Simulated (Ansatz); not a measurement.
Electronic density of states of amorphous Mo14S42, density 3.62 g/cm³, on a 2×2×2 Γ-centred mesh with a Gaussian width of 0.1 eV; energies count from the Fermi level. Cell and mesh are small, so fine structure isn't converged. The numbers are results of PBE-D3(BJ), scalar-relativistic without spin-orbit coupling (plane waves to 420 eV, PAW; Ansatz, a program for electronic structure), not measurements. Sampling: a 2×2×2 Γ-centred mesh; Fermi-Dirac width 0.05 eV; no spin polarisation. The levels at the Fermi energy are partly filled. A closed spacing in one fast-quenched cell at PBE doesn't show the material to be a metal.

Preparation: random packing, a CHGNet melt and quench, and a DFT relaxation. The hot cell started wider than the set density and was brought back towards it in steps. It is the lowest in DFT energy of 4 quenches. It is a model cell: composition and starting density were chosen by hand, and all elements were melted together. The geometry includes D3(BJ) dispersion. Its density started from a set value of 3.65 and ended at 3.62 g/cm³. The quench (nominally 70 K/ps over its main leg) was far faster than any real one, so the model tends to hold more defects than a real film. One small periodic cell is one sample of the glass; other quenches scatter about these values. Volume and shape were free in the relaxation. On a 2×2×2 Γ-centred mesh force components of up to 0.14 eV/Å stay, since the relaxation ran on one k-point at (1/4, 1/4, 1/4).

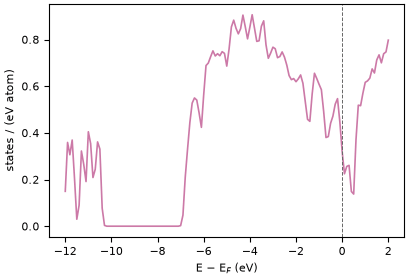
Density of states per atom
